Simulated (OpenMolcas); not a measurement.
Multiconfigurational calculation for Yb³⁺ complex

System: Yb³⁺ with 8 ligands (F; cube, 2.318 Å), embedded in SrF2 by model potentials and point charges, whose field is part of the energies.
Method: state-averaged SS-CASPT2, IPEA shift 0.25, imaginary shift 0.1 hartree, closed shells 5s 5p of the metal and the valence shells of the ligands correlated, active space 13 electrons in the shell 4f, basis ANO-RCC-VDZP on the metal and ANO-RCC-VDZP on the ligands, DKH2 scalar Hamiltonian, spin-orbit coupling by RASSI with atomic mean-field integrals (OpenMolcas).

The input:
```
&GATEWAY
Basis set
Yb.ANO-RCC-VDZP.
Yb1 0.0 0.0 0.0 Angstrom
End of basis
Basis set
F.ANO-RCC-VDZP.
L1 1.338298 1.338298 1.338298 Angstrom
L2 1.338298 1.338298 -1.338298 Angstrom
L3 1.338298 -1.338298 1.338298 Angstrom
L4 1.338298 -1.338298 -1.338298 Angstrom
End of basis
Basis set
Sr.EMB-AIMP.Pascual.0s.0s.ECP.SrF2.
PseudoCharge
* 21 symmetry-unique lattice sites within 7.6 angstrom
End of basis
Basis set
F.EMB-AIMP.Pascual.0s.0s.ECP.SrF2.
PseudoCharge
* 40 symmetry-unique lattice sites within 7.6 angstrom
End of basis
Symmetry
XYZ
AngMom=0.0 0.0 0.0
AMFI
RICD
XField
1348 Angstrom 0
* Evjen-weighted lattice charges
&SEWARD
&RASSCF
FileOrb=start.orb
Symmetry=2
Spin=2
nActEl=13 0 0
Inactive=35 32
Ras2=0 7
CIRoot=7 7 1
SDav=7
CIMx=300
Iter=150 100
PrWF=0.3
OrbListing=Nothing
MaxOrb=0
LevShft=1.0
>>> COPY $Project.JobIph JOB001
&RASSI
NrOfJobIphs=1 7
1 2 3 4 5 6 7
IphNames
JOB001
EJob
SpinOrbit
DIPRint=1.0
SOCoupling=1000.0
Subsets=2
Property=9
'ANGMOM' 1 'ANGMOM' 2 'ANGMOM' 3 'MLTPL  1' 1 'MLTPL  1' 2 'MLTPL  1' 3
'AMFI' 1 'AMFI' 2 'AMFI' 3
SOProperty=3
'ANGMOM' 1 'ANGMOM' 2 'ANGMOM' 3
>>> COPY JOB001 $Project.JobIph
&CASPT2
Multistate=7 1 2 3 4 5 6 7
NoMult
Frozen=18 13
IPEA=0.25
Imaginary=0.1
MaxIter=60
WThr=0.0 0.3 0.05
PrWF=0.5
NoMix
```

The file start.orb holds starting orbitals from an earlier step. A driver script formed the levels outside the program, from RASSI's spin-orbit matrix and the CASPT2 energies (for multi-state variants, the effective Hamiltonian), averaged over the components of each term or state. The log and the time are those of the CASPT2 step.

Run as:
```bash
OMP_NUM_THREADS=1 MOLCAS_MEM=2457 MOLCAS_PROJECT=a pymolcas a.inp > a.log  # once for each step of the input, in one work folder
```

Output (extracts):
```
--- CASPT2 ---
Orbital specifications:
      -----------------------

      Symmetry species                           1   2
                                                ag  au
      Frozen orbitals                           18  13
      Inactive orbitals                         17  19
      Active orbitals                            0   7
      Secondary orbitals                        57  49
      Deleted orbitals                           0   0
      Number of basis functions                 92  88
Type of calculation                        SS-CASPT2
      Fock operator                              state-specific
      IPEA shift                                 0.25
      Real shift                                 0.00
      Imaginary shift                            0.10
      The input orbitals will be transformed to quasi-canonical
Reference energy:      -14845.1699893769
      E2 (Non-variational):      -2.4779106151
      Shift correction:          -0.0012344025
      E2 (Variational):          -2.4791450175
      Total energy:          -14847.6491343945
      Residual norm:              0.0000004304
      Reference weight:           0.66742
      Contributions to the CASPT2 correlation energy
      Active & Virtual Only:         -0.4750098983
      One Inactive Excited:          -0.2166222676
      Two Inactive Excited:          -1.7862784492
Reference energy:      -14845.1673301237
      E2 (Non-variational):      -2.4768439826
      Shift correction:          -0.0012333708
      E2 (Variational):          -2.4780773533
      Total energy:          -14847.6454074771
      Residual norm:              0.0000007191
      Reference weight:           0.66756
      Contributions to the CASPT2 correlation energy
      Active & Virtual Only:         -0.4746293173
      One Inactive Excited:          -0.2164955153
      Two Inactive Excited:          -1.7857191500
::    CASPT2 Root  1     Total energy: -14847.64913439
::    CASPT2 Root  2     Total energy: -14847.64540748
::    CASPT2 Root  3     Total energy: -14847.64541909
::    CASPT2 Root  4     Total energy: -14847.64542898
::    CASPT2 Root  5     Total energy: -14847.64545842
::    CASPT2 Root  6     Total energy: -14847.64544886
::    CASPT2 Root  7     Total energy: -14847.64535626
```

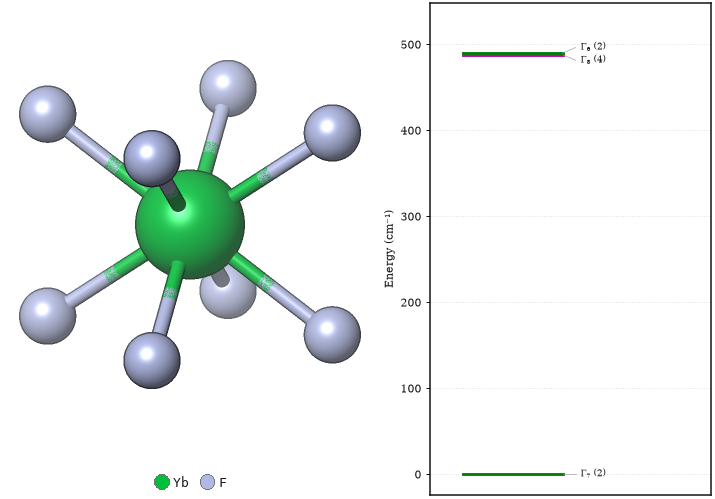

*Yb³⁺ (4f¹³) as a dopant in SrF₂, a cluster with its 8 nearest F⁻ at 2.318 Å (cube) embedded in model potentials and point charges; the geometry was set, not optimised, and its levels. Labels give the representation in O, Td, D4 or D3 as the site allows (double group for half-integer spin) where it could be assigned and, in brackets, the degeneracy; spin-free states, where drawn, share the zero of the spin-orbit levels.*

The ground level is Γ₇, a Kramers doublet, 100 % from states of spin multiplicity 2, effective J = 3.50, with |mJ| = 5/2 the largest share (75 %). Its principal g values are 3.46, 3.46 and 3.46, isotropic. The next level lies at 488 cm⁻¹ (Γ₈). The lowest J multiplet spreads over 490 cm⁻¹.

Summary:

| quantity | value |
| --- | --- |
| outcome | converged |
| energy of the lowest spin-free term | −14847.64913 hartree |
| energy of the lowest spin-orbit level | −14847.66809 hartree |
| CASPT2 correlation energy | −2.4791 hartree |
| largest spread among components of a term | 22.4 cm⁻¹ |
| lowest reference weight | 0.667 |
| hardware | 1 thread of Arm Neoverse V1, 24 GiB of memory available, shared host |
| wall time | 56 s |
| peak memory | 0.6 GiB |

Notes:

Caveats: the geometry is set by hand, with no relaxation.
